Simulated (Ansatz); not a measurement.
Base system: KI in the rock salt structure (space group Fm-3m, No. 225; a = 7.0056 Å).

It is then changed as follows: every lattice vector is stretched by 1.50 %; the atoms relax in the strained cell.

The values are results of PBEsol in Ansatz (plane waves to 420 eV, PAW, no SOC), not measurements.

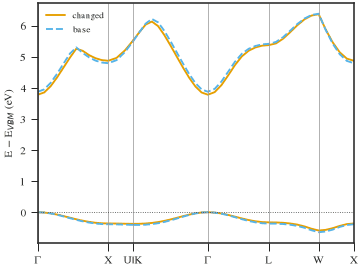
Figure: Highest valence and lowest conduction band along the path, each from its own valence-band maximum

The gap is 3.78 eV, direct at Γ; the base has 3.87 eV.

Spin-orbit coupling, missing from the scalar runs, can matter with I. Stability against distortions was not tested.

Ansatz is a quantum-chemistry and plane-wave program.
